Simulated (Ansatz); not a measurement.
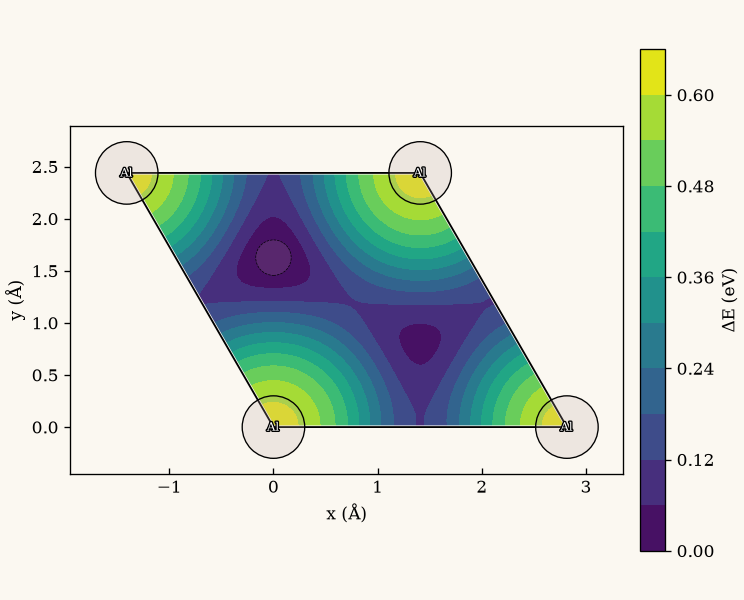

Al on an Al(111) slab cut from the Fm-3m phase, its upper half relaxed before the scan (12 atoms of substrate and one adsorbate in a 2 × 2 cell). 
- Al is moved over the surface cell; relaxed at each place: the height of the adsorbate's atoms; substrate rigid; the origin of the map has the adsorbate above Al9.
- Places are given modulo a cell vector. The map is drawn in real space over the plane of the surface.
- Grid: 6 × 6 points; 10 points were computed and 26 follow by symmetry.
- Places are given in fractions of the 1 × 1 surface cell.
- Energies: eV, counted from the lowest grid point.
- This map comes from Ansatz, DFT LDA, scalar-relativistic, plane waves, PAW. Settings: cutoff 420 eV, k-mesh 6×6×1, gaussian smearing 0.1 eV, no spin polarisation.

The picture shows filled contours, labelled circles for the atoms of the top layer and small ones for the second layer, the outline of one cell of the plane. Between grid points the surface is interpolated.

The lowest grid point is at a threefold hollow over a second-layer Al atom, (2/6, 4/6) of the cell vectors. There is a further well near a threefold hollow over a third-layer Al atom, (4/6, 2/6) of the cell vectors (0.040 eV above the lowest at that grid point). The highest grid point, the top site over a surface Al atom, (0/6, 0/6) of the cell vectors, lies 0.625 eV above the lowest. On the interpolated surface the easiest way out of the lowest well to the well at a threefold hollow over a third-layer Al atom, (4/6, 2/6) of the cell vectors passes a barrier of about 0.12 eV. At the lowest point the adsorbate has 3 Al at 2.68 Å as nearest neighbours, at the highest 1 Al at 2.50 Å. Its relaxed height above the top atom is 2.13 Å at the lowest and 2.50 Å at the highest point.

Al is replaced by O; all else is set up alike.

**What does this change do to the map?**

The minimum (interpolated where it lies between grid points) moves from a threefold hollow over a second-layer Al atom, (2/6, 4/6) of the cell vectors to a threefold hollow over a third-layer Al atom, (4/6, 2/6) of the cell vectors. The span from the lowest to the highest grid point grows from 0.625 to 3.218 eV. The easiest pass out of the lowest well goes from about 0.12 to about 0.93 eV on the interpolated surfaces. Higher wells of the new map: a threefold hollow over a second-layer Al atom, (2/6, 4/6) of the cell vectors, 0.480 eV up (that grid point lay 0.000 eV up before). In the new map: at the lowest point the adsorbate has 3 Al at 1.83 Å as nearest neighbours, at the highest 1 Al at 1.65 Å. Its relaxed height above the top atom is 0.83 Å at the lowest and 1.65 Å at the highest point.

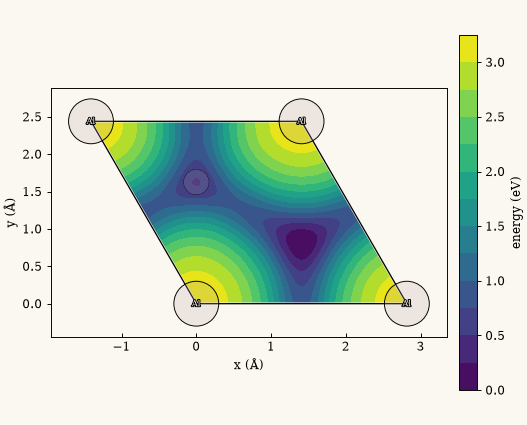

The map after the change, on a colour scale of its own. The picture shows filled contours, labelled circles for the atoms of the top layer and small ones for the second layer, the outline of one cell of the plane. Between grid points the surface is interpolated.
